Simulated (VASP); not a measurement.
Band structure of GaN (zinc blende). Calculation: vdW-DF-cx, VASP's PBE PAW potentials (set 64) (plane waves; VASP).

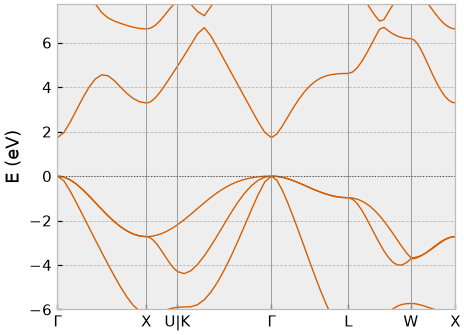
Bands along high-symmetry lines, zero at the valence-band maximum or, without a gap, the Fermi level

Problem. Read the plot: is there a gap, and where are the band edges?

Solution. The gap is direct, 1.73 eV, from the valence maximum at Γ to the conduction minimum at Γ. (Edges off the drawn lines would not show.)

The compound is GaN in the zinc blende structure, a metastable form; wurtzite is the usual one. It was relaxed first.
